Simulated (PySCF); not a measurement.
Si(F)(Cl)(OH)(NH2), SMILES N[Si](O)(F)Cl (H₃ClFNOSi), PBE0/def2-SVP optimised geometry. Atoms within 1.6 Å of the plane z = 0.8 Å (x, y, z in Å): N1 (-0.94, -1.87, 1.39), Si2 (-0.50, -1.00, 0.00), O3 (-1.11, 0.52, 0.00), F4 (1.11, -1.00, 0.00), H6 (-1.92, -2.05, 1.59), H7 (-0.36, -2.63, 1.70), H8 (-1.01, 1.00, 0.83).

Computed with PBE0/def2-TZVP (PySCF 2.14.0).

Map of the log10 of the electron density (e/bohr³), floored at −4 on the plane z = 0.8 Å:

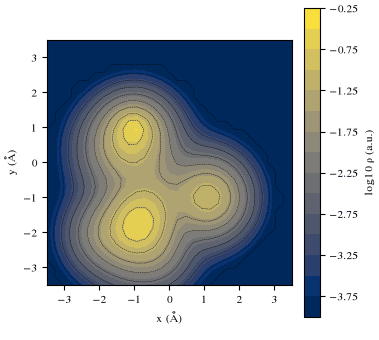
Log10 of the electron density (e/bohr³), floored at −4 on the plane z = 0.8 Å.
